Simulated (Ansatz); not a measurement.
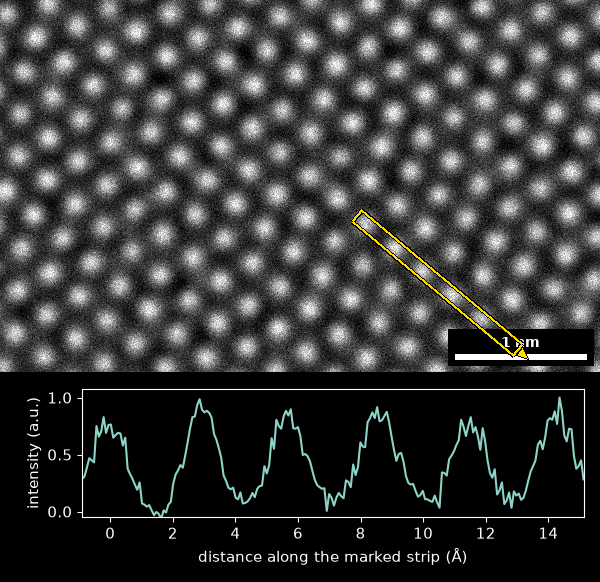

Integrated-DPC-like image of Sc (P6_3/mmc, No. 194) along [100]. Simulated as the projected potential of neutral atoms (B = 0.5 Å²) blurred by a 1.12 Å probe, the thin-sample limit of integrated differential phase contrast. Shot noise and the speckle of an amorphous layer were added. Atomic positions: the end point of a relaxation with Ansatz, DFT, PBE, plane waves (420 eV) with PAW, scalar-relativistic; the starting structure was generated, so it need not be a known form of this composition.

```cif
data_structure
_symmetry_space_group_name_H-M 'P 1'
_symmetry_Int_Tables_number 1
_cell_length_a 3.2959
_cell_length_b 3.2959
_cell_length_c 10.5198
_cell_angle_alpha 90.000
_cell_angle_beta 90.000
_cell_angle_gamma 120.000
_cell_volume 98.97
loop_
_atom_site_label
_atom_site_type_symbol
_atom_site_fract_x
_atom_site_fract_y
_atom_site_fract_z
_atom_site_occupancy
Sc1 Sc 0.00000 0.00000 0.00000 1
Sc2 Sc 0.00000 0.00000 0.50000 1
Sc3 Sc 0.33333 0.66667 0.25000 1
Sc4 Sc 0.66667 0.33333 0.75000 1
```

The curve is the intensity along the marked strip, in the direction of its arrowhead, with zero distance at the first column. Brightness is counted from the darkest point of the image.

### Assign the peaks of the line profile.

```tsv
position (Å)	atoms per repeat along the beam	height (% of the highest)
0.0	1 Sc	100
2.9	1 Sc	100
5.7	1 Sc	100
8.6	1 Sc	100
11.4	1 Sc	100
14.3	1 Sc	100
```
